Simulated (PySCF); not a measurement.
**C3H6Si: electronic excitations and core binding energies**

Aim: predict the electronic excitations and core binding energies of C3H6Si (`[SiH3]C1C=C1`).

Computed with PySCF 2.14.0, with density-fitted response routines of our own, on a single molecule in the gas phase. Atoms count from 0, in the outputs and in this text.

## 1. Starting geometry

10 atoms, charge 0, multiplicity 1; geometry from: GFN2-xTB.

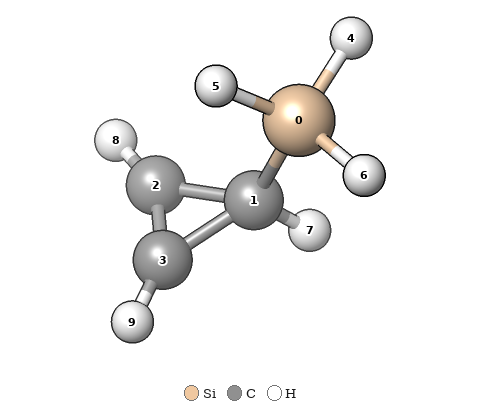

The starting geometry (silicon light orange, carbon grey, hydrogen white), atoms numbered; sticks join atoms by distance.

## 2. TDDFT and polarisability: B3LYP/def2-SVPD

What the job is given:

```
{"job": {"kind": "uv", "xc": "B3LYP", "basis": "def2-SVPD", "nstates": 8, "ntriplets": 3}, "charge": 0, "multiplicity": 1}
Si     1.412395     0.389325    -0.196018
C     -0.331109    -0.275168    -0.470621
C     -1.531962     0.307928     0.242650
C     -1.154073    -0.856290     0.659155
H      1.686730     1.460930    -1.156593
H      1.509239     0.909799     1.169015
H      2.386527    -0.687863    -0.389638
H     -0.521650    -0.692505    -1.462594
H     -2.184816     1.143899     0.281927
H     -1.262399    -1.695401     1.300188
```

Level: TDDFT B3LYP/def2-SVPD, vertical, gas phase, core orbitals frozen in the response.

Launch:

```bash
$ OMP_NUM_THREADS=1 python probes_run.py task.json out
```

The driver reads the jobs from task.json and runs them one after another.

Log:

```text
coarse grid: 8608 points
cycle   1  E = -407.0733627637  dE =  3.655e-01  |g| = 3.059e-01  |ddm| = 4.344e+00
cycle   2  E = -407.0617760996  dE =  1.159e-02  |g| = 3.703e-01  |ddm| = 9.749e-01
cycle   3  E = -407.0996764063  dE = -3.790e-02  |g| = 3.978e-02  |ddm| = 5.091e-01
cycle   4  E = -407.1000248480  dE = -3.484e-04  |g| = 1.731e-02  |ddm| = 8.138e-02
cycle   5  E = -407.1000977927  dE = -7.294e-05  |g| = 4.193e-03  |ddm| = 3.183e-02
cycle   6  E = -407.1001029328  dE = -5.140e-06  |g| = 4.495e-04  |ddm| = 8.859e-03
final grid: 77784 points
cycle   7  E = -407.1615159270  dE = -1.877e-05  |g| = 3.135e-03  |ddm| = 5.592e-02
cycle   8  E = -407.1615144546  dE =  1.472e-06  |g| = 3.939e-03  |ddm| = 1.006e-02
cycle   9  E = -407.1615187959  dE = -4.341e-06  |g| = 3.231e-04  |ddm| = 5.321e-03
cycle  10  E = -407.1615188140  dE = -1.814e-08  |g| = 1.931e-04  |ddm| = 6.299e-04
cycle  11  E = -407.1615188228  dE = -8.764e-09  |g| = 5.913e-05  |ddm| = 2.715e-04
cycle  12  E = -407.1615188236  dE = -8.563e-10  |g| = 1.619e-05  |ddm| = 8.762e-05
converged SCF energy = -407.1615188236

Static polarisability (au): isotropic 60.593, principal 52.360 58.294 71.124

Singlet excitations
state   eV       nm        f      main configurations
  1   5.4121    229.1   0.02778   H->L 0.96
  2   6.1951    200.1   0.00691   H-1->L 0.94
  3   6.3173    196.3   0.00100   H->L+1 0.97
  4   6.8231    181.7   0.00389   H->L+3 0.94
  5   6.8256    181.6   0.05638   H->L+4 0.58, H->L+2 0.36
  6   7.0251    176.5   0.09052   H->L+2 0.60, H->L+4 0.37
  7   7.2328    171.4   0.00275   H->L+5 0.99
  8   7.2527    170.9   0.00657   H-2->L 0.62, H-3->L 0.31

Triplet excitations (Tamm-Dancoff, eV): 3.7119 5.7979 6.1240
```

Wall time 14 s (1 thread of Arm Neoverse N1, shared host); peak memory 0.51 GiB.

The orbitals next to the gap, with their largest atomic shares:

```
orbital     eV                       atoms
 HOMO−3  -9.60   C1 20 %, C3 20 %, C2 20 %
 HOMO−2  -9.19   Si0 31 %, H5 22 %, H4 9 %
 HOMO−1  -8.17   C1 32 %, C3 17 %, C2 17 %
   HOMO  -6.72   C3 25 %, C2 25 %, C1 22 %
   LUMO  -0.60    C3 34 %, C2 34 %, C1 8 %
 LUMO+1   0.52   Si0 38 %, C1 10 %, H6 8 %
 LUMO+2   0.93  Si0 45 %, H6 12 %, H4 12 %
```

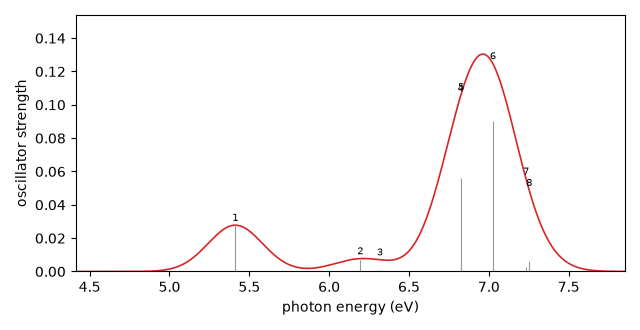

Absorption spectrum from the 8 singlet states computed; above the last one it falls off for lack of states. Lines are broadened to a width of 0.40 eV (Gaussian).

Further results of this job:

```
           property  computed
  dipole moment (D)      1.14
polarisability (Å³)      8.98
 HOMO–LUMO gap (eV)      6.12
      −ε(HOMO) (eV)      6.72
```

## 3. Core-electron binding energies: SCAN, X2C

Same as in step 2 but for these lines:

```diff
@@ -1,2 +1,2 @@
-{"job": {"kind": "uv", "xc": "B3LYP", "basis": "def2-SVPD", "nstates": 8, "ntriplets": 3}, "charge": 0, "multiplicity": 1}
+{"job": {"kind": "xps"}, "charge": 0, "multiplicity": 1}
 Si     1.412395     0.389325    -0.196018
```

With the program's defaults for keys left out, this is: delta-SCF UKS SCAN, pcX-2 on the ionised atom, pcseg-1 elsewhere, spin-free X2C.

Log:

```text
ground state, core basis on atom 0 (Si), 132 functions
  cycle   1  E = -407.87106799  |g| = 3.66e-01
  cycle   2  E = -407.84187705  |g| = 4.84e-01
  cycle   3  E = -407.90819357  |g| = 5.17e-02
  cycle   4  E = -407.90880400  |g| = 2.35e-02
  cycle   5  E = -407.90894093  |g| = 6.41e-03
  cycle   6  E = -407.90895267  |g| = 1.04e-03
  cycle   7  E = -407.90895365  |g| = 3.60e-04
  E(ground) = -407.90324513 Eh
hole in Si 1s of atom 0
  cycle   1  E = -339.00664898  |g| = 4.35e+00
  cycle   2  E = -339.13938737  |g| = 2.10e+00
  cycle   3  E = -339.74789368  |g| = 7.15e-01
  cycle   4  E = -340.01650887  |g| = 2.79e-01
  cycle   5  E = -340.05877373  |g| = 8.45e-02
  cycle   6  E = -340.06202505  |g| = 2.90e-02
  cycle   7  E = -340.06236436  |g| = 1.46e-02
  cycle   8  E = -340.06247893  |g| = 3.16e-03
  cycle   9  E = -340.06248407  |g| = 1.51e-03
  cycle  10  E = -340.06248627  |g| = 5.35e-04
  cycle  11  E = -340.06248522  |g| = 1.16e-04
  E(ion) = -340.06443823 Eh   <S^2> = 0.7523   hole on atom = 1.000   binding energy = 1845.988 eV
hole in Si 2p of atom 0
  cycle   1  E = -403.66331368  |g| = 1.23e+00
  cycle   2  E = -403.53771286  |g| = 1.08e+00
  cycle   3  E = -403.93688492  |g| = 2.70e-01
  cycle   4  E = -403.97917631  |g| = 9.50e-02
  cycle   5  E = -403.98370873  |g| = 2.97e-02
  cycle   6  E = -403.98416271  |g| = 1.02e-02
  cycle   7  E = -403.98421372  |g| = 3.74e-03
  cycle   8  E = -403.98422024  |g| = 9.03e-04
  cycle   9  E = -403.98422081  |g| = 5.33e-04
  cycle  10  E = -403.98422070  |g| = 2.61e-04
  E(ion) = -403.99011194 Eh   <S^2> = 0.7525   hole on atom = 1.002   binding energy = 106.482 eV
  2p3/2 = 106.283 eV   2p1/2 = 106.906 eV
ground state, core basis on atom 1 (C), 121 functions
  cycle   1  E = -407.81655689  |g| = 6.10e-02
  cycle   2  E = -407.81660465  |g| = 2.19e-02
  cycle   3  E = -407.81667033  |g| = 1.69e-02
  cycle   4  E = -407.81674045  |g| = 4.88e-03
  cycle   5  E = -407.81674700  |g| = 3.69e-04
  E(ground) = -407.85272315 Eh
hole in C 1s of atom 1
  cycle   1  E = -396.56048330  |g| = 1.51e+00
  cycle   2  E = -395.64150248  |g| = 1.99e+00
  cycle   3  E = -397.07769412  |g| = 3.81e-01
  cycle   4  E = -397.13237548  |g| = 1.30e-01
  cycle   5  E = -397.13977010  |g| = 4.12e-02
  cycle   6  E = -397.14064234  |g| = 7.05e-03
  cycle   7  E = -397.14067558  |g| = 4.54e-03
  cycle   8  E = -397.14068334  |g| = 3.79e-03
  cycle   9  E = -397.14069283  |g| = 1.21e-03
  cycle  10  E = -397.14069448  |g| = 2.82e-04
  E(ion) = -397.17509090 Eh   <S^2> = 0.7743   hole on atom = 1.000   binding energy = 290.553 eV
ground state, core basis on atom 2 (C), 121 functions
  cycle   1  E = -407.81733609  |g| = 5.76e-02
  cycle   2  E = -407.81713225  |g| = 3.28e-02
  cycle   3  E = -407.81683796  |g| = 4.64e-02
  cycle   4  E = -407.81739670  |g| = 4.73e-03
  cycle   5  E = -407.81740490  |g| = 5.52e-04
  cycle   6  E = -407.81740516  |g| = 1.40e-04
  E(ground) = -407.85422695 Eh
hole in C 1s of atom 2
  cycle   1  E = -396.55032683  |g| = 1.51e+00
  cycle   2  E = -395.16769232  |g| = 2.12e+00
  cycle   3  E = -397.02402880  |g| = 4.26e-01
  cycle   4  E = -397.10710621  |g| = 2.03e-01
  cycle   5  E = -397.12410487  |g| = 1.18e-01
  cycle   6  E = -397.13125971  |g| = 1.84e-02
  cycle   7  E = -397.13148169  |g| = 1.25e-02
  cycle   8  E = -397.13161496  |g| = 6.60e-03
  cycle   9  E = -397.13168801  |g| = 3.45e-03
  cycle  10  E = -397.13173334  |g| = 1.78e-03
  cycle  11  E = -397.13174295  |g| = 7.74e-04
  cycle  12  E = -397.13174537  |g| = 3.70e-04
  E(ion) = -397.16736514 Eh   <S^2> = 0.8296   hole on atom = 1.000   binding energy = 290.804 eV
```

Wall time 27 s (1 thread of Arm Neoverse N1, shared host); peak memory 0.39 GiB.

Binding energies by hole, beside the orbital energy of the ground state; the difference holds orbital relaxation and, for a density functional, its self-interaction error:

```
       hole  stands for                 environment  ΔSCF (eV; 2p as the shell's mean)  −ε (eV)   ⟨S²⟩
Si1s on Si0         Si0    silicon bonded to C, 3 H                            1845.99   1792.7  0.752
Si2p on Si0         Si0    silicon bonded to C, 3 H                             106.49     95.6  0.752
  C1s on C1          C1  three-membered-ring carbon                             290.55    273.9  0.774
  C1s on C2      C2, C3                   alkene CH                             290.80    274.2  0.830
```

Each hole run stands for the others of its class of like atoms.

With the spin-orbit splitting: Si0 2p3/2 106.28, 2p1/2 106.91 eV. The table gives each 2p level as the mean over the whole 2p shell (two parts 2p3/2, one part 2p1/2), which differs a little from the single hole in the log.

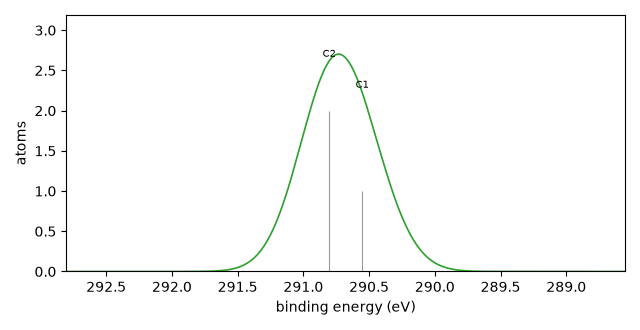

The C1s photoelectron lines, weighted by the number of atoms. Lines are broadened to a width of 0.60 eV (Gaussian).

## 4. Outcome

| quantity | value |
| --- | --- |
| lowest singlet (B3LYP/def2-SVPD) | 5.41 eV (229 nm), f = 0.028 |
| brightest single state of those computed | state 6, 7.03 eV, f = 0.091 |
| lowest triplet | 3.71 eV |
| C1s binding energies, SCAN/pcX-2 | C2 290.80, C1 290.55 eV |
| Si1s binding energies, SCAN/pcX-2 | Si0 1845.99 eV |
| Si2p binding energies, SCAN/pcX-2 | Si0 106.49 eV |

**Reading.** The lowest singlet, at 5.41 eV, is HOMO→LUMO 0.96 and is weak; of the 8 states computed, the strongest absorption comes from state 6 at 7.03 eV. The lowest triplet lies 1.70 eV below the lowest singlet (triplets in Tamm-Dancoff, singlets in full TDDFT). States above −ε(HOMO) lie where TDDFT describes them poorly and they hang on the basis; the brightest is among them. C2 (alkene CH) binds its C1s electron 0.25 eV more tightly than C1 (three-membered-ring carbon).
